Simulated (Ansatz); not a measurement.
# BC7 (P-43m): single point from an input typed as a dict

Wanted for BC7 (P-43m): a single point from an input typed as a dict.

Computed with the Python package of Ansatz 0.2.0. Level of theory: DFT PBEsol, plane waves, PAW.

### Step 1. The structure

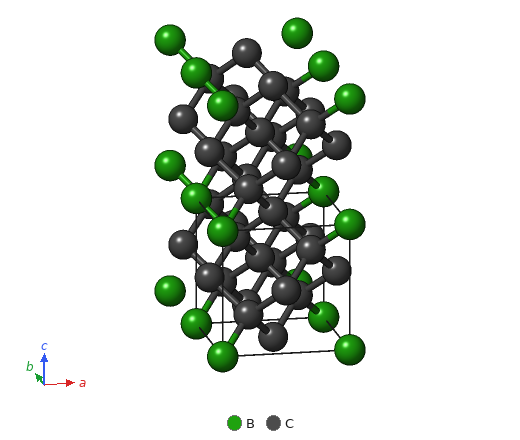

The structure that the script starts from, seen slightly off an axis (boron green, carbon dark grey). 1×2×2 cells are drawn. Atoms on cell faces are repeated.

No structure file is read: the coordinates are typed or built in the script.

### Step 2. The script

bc7_deck.py

```python
'''BC7 from an input typed as a mapping.'''

import warnings

import ansatz as az

warnings.simplefilter('ignore', az.DeckWarning)

settings = {
    'crystal': {
        'lattice': [[3.620153, 0.0, 0.0], [0.0, 3.620153, 0.0], [0.0, 0.0, 3.620153]],
        'atoms': [
            {'symbol': 'B', 'position': [0.0, 0.0, 0.0]},
            {'symbol': 'C', 'position': [0.0, 0.5, 0.5]},
            {'symbol': 'C', 'position': [0.5, 0.5, 0.0]},
            {'symbol': 'C', 'position': [0.5, 0.0, 0.5]},
            {'symbol': 'C', 'position': [0.745221, 0.745221, 0.254779]},
            {'symbol': 'C', 'position': [0.745221, 0.254779, 0.745221]},
            {'symbol': 'C', 'position': [0.254779, 0.745221, 0.745221]},
            {'symbol': 'C', 'position': [0.254779, 0.254779, 0.254779]},
        ],
    },
    'kpoints': {'mp_grid': {'grid': [6, 6, 6]}},
    'hamiltonian': {'xc': 'pbesol'},
    'scf': {'occupations': {'method': 'cold', 'width': 0.15}},
    'basis': {'ecutwfc': '510 eV'},
    'output': {'forces': True, 'stress': True, 'eigenvalues': True},
}

out = az.Session.from_dict(settings).plan(threads=1).execute()
rep = out.report

print('%-22s %14.5f eV' % ('F = E - TS', rep['free_energy_ev']))
print('%-22s %14.5f eV' % ('E', rep['internal_energy_ev']))
print('%-22s %14.5f eV' % ('Harris-Foulkes', rep['harris_foulkes_ev']))
print('%-22s %14.5f eV' % ('Fermi level', rep['fermi_energy_ev']))

# forces in eV per angstrom
print('forces (eV/A)')
for site, force in zip(out.lattice.sites, rep['forces_ev_ang']):
    print(f'  {site.symbol:2s} {force[0]:9.4f} {force[1]:9.4f} {force[2]:9.4f}')

fermi = rep['fermi_energy_ev']
print('levels less the Fermi level (eV) at the first k-points (first spin channel where there are two)')
for k, levels in list(zip(rep['kpoints_frac'], rep['eigenvalues_ev']))[:6]:
    print('k = ({:.3f}, {:.3f}, {:.3f})'.format(*k))
    print('   ', ' '.join(f'{e - fermi:.3f}' for e in levels))

used = rep['setup']
print('cutoffs (eV):', used['ecut_ev'], used['ecutrho_ev'], ' FFT grid:', used['fft_dense'])
print('cell volume {:.3f} A^3, {} symmetry operations'.format(used['cell_volume_ang3'], used['n_sym_ops']))
```

### Step 3. The calls as engine input

The package turns the script's settings into the engine's input:

```yaml
crystal:
  lattice:
    - [3.620153, 0.0, 0.0]
    - [0.0, 3.620153, 0.0]
    - [0.0, 0.0, 3.620153]
  atoms:
    - { symbol: B, position: [0.0, 0.0, 0.0] }
    - { symbol: C, position: [0.0, 0.5, 0.5] }
    - { symbol: C, position: [0.5, 0.5, 0.0] }
    - { symbol: C, position: [0.5, 0.0, 0.5] }
    - { symbol: C, position: [0.745221, 0.745221, 0.254779] }
    - { symbol: C, position: [0.745221, 0.254779, 0.745221] }
    - { symbol: C, position: [0.254779, 0.745221, 0.745221] }
    - { symbol: C, position: [0.254779, 0.254779, 0.254779] }
kpoints:
  mp_grid:
    grid: [6, 6, 6]
hamiltonian:
  xc: pbesol
scf:
  occupations:
    method: cold
    width: 0.15
basis:
  ecutwfc: "510 eV"
output:
  forces: true
  stress: true
  eigenvalues: true
```

### Step 4. Launch

Command:

```bash
$ python bc7_deck.py
```

Log:

```text
F = E - TS                -1878.13552 eV
E                         -1878.12708 eV
Harris-Foulkes            -1878.13552 eV
Fermi level                  11.47985 eV
forces (eV/A)
  B    -0.0000   -0.0000    0.0000
  C    -0.0000    0.0000   -0.0000
  C    -0.0000    0.0000    0.0000
  C    -0.0000    0.0000   -0.0000
  C    -0.0264   -0.0264    0.0264
  C    -0.0264    0.0264   -0.0264
  C     0.0264   -0.0264   -0.0264
  C     0.0264    0.0264    0.0264
levels less the Fermi level (eV) at the first k-points (first spin channel where there are two)
k = (0.000, 0.000, 0.000)
    -19.787 -11.870 -11.870 -11.466 -11.466 -11.466 -8.518 -5.397 -5.397 -5.397 -4.439 -4.439 -4.439 1.473 1.473 1.473 5.333 5.333 5.333 5.601 5.601 6.920 7.049 7.049
k = (0.000, 0.000, 0.167)
    -19.547 -13.848 -11.729 -11.317 -11.317 -10.014 -7.557 -5.869 -5.664 -5.664 -4.974 -4.463 -4.463 0.612 0.612 0.893 5.076 6.238 6.330 6.330 6.556 7.242 7.675 8.127
k = (0.000, 0.000, 0.333)
    -18.847 -15.827 -11.396 -10.960 -10.960 -9.111 -6.769 -6.499 -6.499 -6.171 -5.199 -3.974 -3.974 -0.907 -0.907 -0.639 5.138 6.040 8.706 8.706 8.755 8.903 9.789 10.329
k = (0.000, 0.000, -0.500)
    -18.042 -17.072 -11.190 -10.735 -10.735 -8.574 -7.223 -6.967 -6.967 -6.870 -3.414 -3.414 -2.831 -2.725 -1.840 -1.840 5.359 5.692 10.404 11.104 11.104 11.199 11.499 12.034
k = (0.000, 0.167, 0.167)
    -19.308 -13.919 -13.309 -11.232 -10.631 -8.933 -7.206 -6.924 -5.620 -5.391 -5.122 -4.587 -4.291 -0.634 -0.168 1.161 5.889 5.902 6.503 6.995 7.568 8.135 8.409 8.534
k = (0.000, 0.167, 0.333)
    -18.610 -15.627 -13.041 -11.213 -10.145 -8.440 -7.869 -6.508 -5.809 -5.489 -4.925 -4.306 -3.768 -2.223 -1.561 0.203 6.106 6.993 7.400 8.611 9.472 9.697 10.046 10.407
cutoffs (eV): 510.0 2040.0  FFT grid: [27, 27, 27]
cell volume 47.444 A^3, 24 symmetry operations
```

Run time: 3.3 s. Hardware: 1 thread of Arm Neoverse V2, shared host; peak memory 0.36 GiB.

Lines on the test bed's own set-up are left out of the output.

### Step 5. Size and end state of the run

The report of the run holds:

```
                                    item        value
                       SCF cycles in all            6
                         k-points solved           20
                             plane waves         1237
                                   bands           24
                       valence electrons           31
                        free energy (eV)  -1878.13552
                        Fermi level (eV)       11.480
pressure (GPa; positive when compressed)        -6.26
```

### Step 6. Results

| quantity | value |
| --- | --- |
| free energy | -1878.1355 eV (-234.7669 eV/atom) |
| gap on the mesh | none |
| pressure | -6.26 GPa |
| largest force | 0.046 eV/Å |

In words: Filled and empty levels meet on the mesh: no gap at this level. The pressure of -6.3 GPa means that the cell would shrink if relaxed at this level. The forces are small. Caveats:
- For a metal this k-point mesh is coarse: on a finer one energies can move by several to tens of meV an atom and pressures by half a GPa or more, differences at one mesh by less.
- Only differences from the Fermi energy are physical; the zero of the scale is a convention.
- At these settings the cell as given stands under about -6 GPa, so it isn't at this functional's equilibrium volume.
- The structure comes from a database of computed cells and needn't be a stable or known phase.
- Gaps and levels are Kohn-Sham values on a finite set of k-points.
